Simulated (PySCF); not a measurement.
C$_{7}$H$_{15}$PS

| atom | x (Å) | y (Å) | z (Å) |
| --- | --- | --- | --- |
| C | 2.8442 | 1.0257 | 1.0580 |
| C | 1.3645 | 0.6704 | 0.9705 |
| C | 0.8489 | 0.9267 | -0.4245 |
| C | -0.4474 | 0.2715 | -0.9600 |
| C | -1.2942 | -0.6579 | -0.1173 |
| C | -2.1333 | -1.5349 | -1.0439 |
| C | -2.1821 | 0.1330 | 0.8413 |
| P | 1.1032 | -0.3948 | -1.6661 |
| S | 1.8365 | -2.1499 | -1.3041 |
| H | 3.2263 | 0.8241 | 2.0553 |
| H | 3.0044 | 2.0776 | 0.8296 |
| H | 3.4081 | 0.4268 | 0.3441 |
| H | 1.2405 | -0.3860 | 1.2197 |
| H | 0.7959 | 1.2620 | 1.6935 |
| H | 0.9892 | 1.9533 | -0.7520 |
| H | -1.0400 | 0.9274 | -1.5923 |
| H | -0.6337 | -1.3121 | 0.4621 |
| H | -2.8050 | -0.9247 | -1.6454 |
| H | -1.4815 | -2.0971 | -1.7115 |
| H | -2.7276 | -2.2394 | -0.4678 |
| H | -1.5836 | 0.7449 | 1.5110 |
| H | -2.7828 | -0.5463 | 1.4413 |
| H | -2.8528 | 0.7847 | 0.2845 |
| H | 1.2906 | 0.2347 | -2.8928 |

Geometry: GFN2-xTB.

All numbers below come from PBE0/pcSseg-1, SCF density, gas phase, non-relativistic (PySCF).

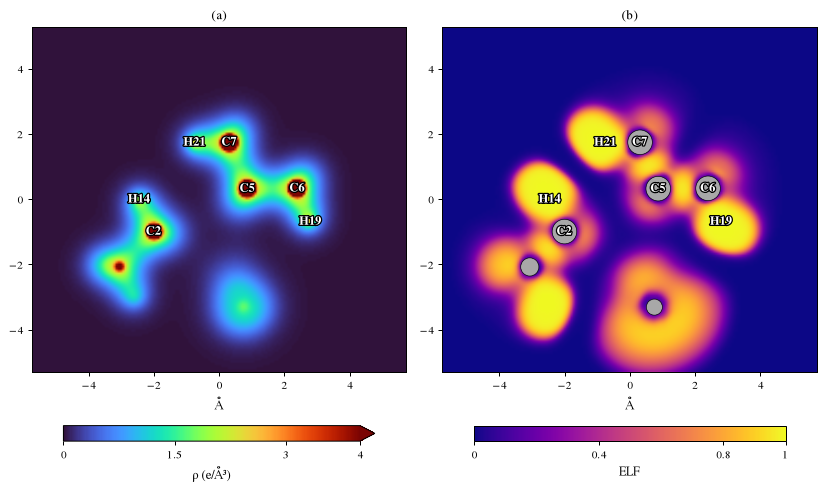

Figure 1. (a) total electron density; (b) ELF on the plane of atoms C6, C5 and C7. Grey discs cover the atomic cores in the ELF map.

Question: What do the fields say about this system?

Answer:
- Atoms in the plane: C and H.
- C–C (1.53 Å): ρ is about 1.6 e/Å³ halfway; the ELF peaks at about 0.95 between the atoms; a shared electron pair.
- C–H (1.09 Å): ρ is about 2 e/Å³ halfway; the ELF climbs to about 1 towards the hydrogen, as it does in any bond to H; a covalent bond by its length.
- The ELF also peaks beside S9, away from the bonds: lone-pair regions.

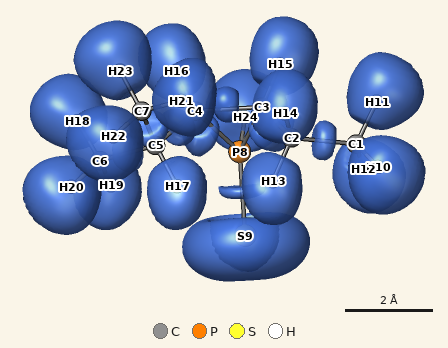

Figure 2. Isosurface of the ELF at 0.8 (blue), seen from one side. Only the valence region is drawn (cores and ρ < 0.01 e/Å³ removed).

Question: What do the ELF domains correspond to?

Answer: The surface consists of six regions between bonded C–C atoms (shared pairs), two regions between bonded C–P atoms (shared pairs), one region between bonded P–S atoms (shared pairs), 15 regions around hydrogen nuclei and one ring or bowl of non-bonding electrons around S. Profiles from the grid: C–C (1.51 Å): the ELF peaks at about 0.95 between the atoms; a shared electron pair. C–P (1.83 Å): the ELF peaks at about 0.85 between the atoms, as expected for localised, covalent bonding.

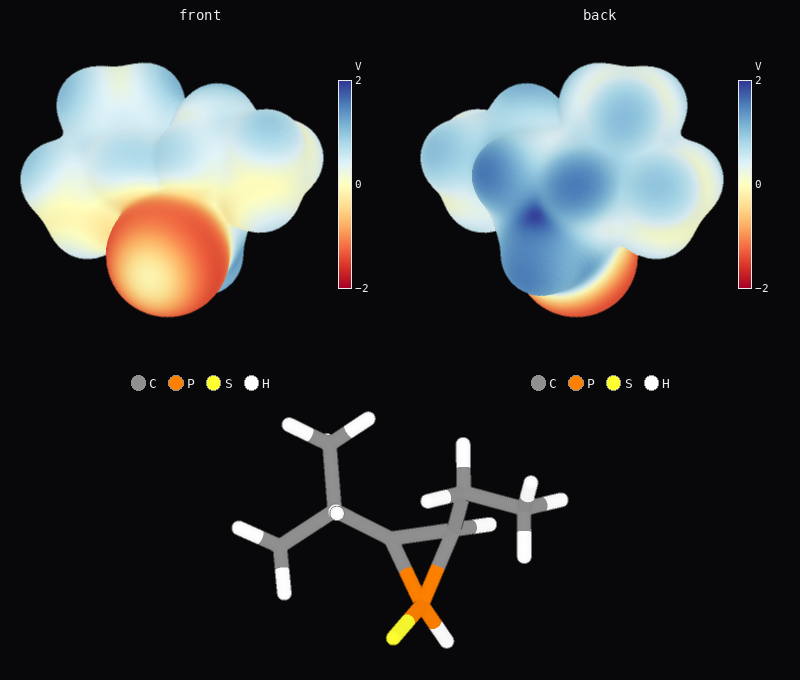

Figure 3. The molecular electrostatic potential painted on the density surface at 0.004 e/bohr³, seen from the front and from behind; red is negative and blue positive. The bare structure is drawn below in the same view.

Question: Where is the surface potential most negative and most positive?

Answer: The most negative region (about −1.4 V) lies over S9, the most positive (about +1.6 V) over C3, C4, P8 and H24.

Question: What dipole moment does the calculation give?

Answer: Its dipole moment is 4.06 D.
